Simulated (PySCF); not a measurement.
System: C7H13FO.

```xyz
22

C     2.9671    0.2968   -0.0026
C     1.6215   -0.3971   -0.1579
F     1.7703   -1.7151    0.2454
C     0.5294    0.2698    0.6744
C    -0.8977   -0.0976    0.2578
C    -1.2210   -1.5636    0.4982
C    -1.3334    0.4475   -1.1174
C    -2.3177    1.3015   -0.3183
O    -1.8466    0.7710    0.9184
H     3.2340    0.3586    1.0494
H     2.9200    1.2985   -0.4191
H     3.7359   -0.2683   -0.5238
H     1.3335   -0.4516   -1.2167
H     0.6662   -0.0006    1.7231
H     0.6378    1.3525    0.5915
H    -1.0378   -1.8171    1.5388
H    -0.6032   -2.1963   -0.1324
H    -2.2689   -1.7503    0.2767
H    -1.7854   -0.2868   -1.7785
H    -0.5726    1.0093   -1.6539
H    -3.3759    1.0753   -0.4778
H    -2.1660    2.3832   -0.3768
```

Geometry: GFN2-xTB.

These are results of PBE0/pcSseg-1, SCF density, gas phase, non-relativistic in PySCF, not measurements.

### What will maps of the electron density and electron localisation function show?

C–C (1.52 Å): ρ at the midpoint is about 1.7 e/Å³; the ELF peaks at about 0.95 between the atoms: a covalent bond.
C–H (1.09 Å): ρ is about 2 e/Å³ halfway; the ELF climbs to about 1 towards the hydrogen, as it does in any bond to H; an ordinary covalent bond to hydrogen.

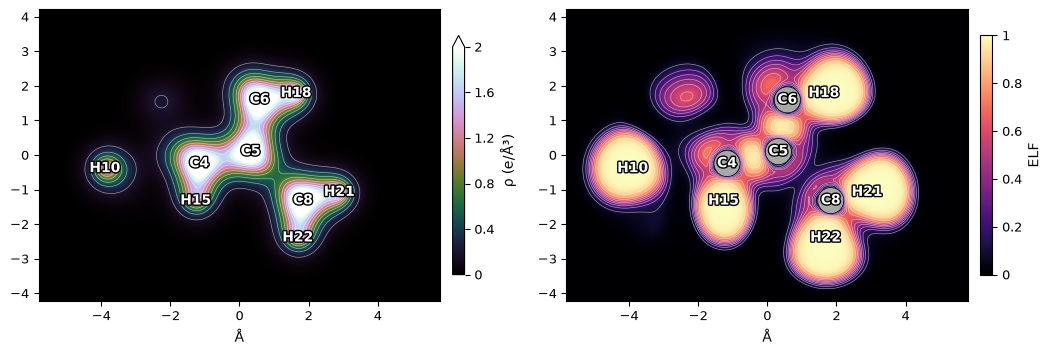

Computed electron density and electron localisation function on the plane of atoms C5, C6 and H18, in this order. Grey discs cover the atomic cores in the ELF map. 
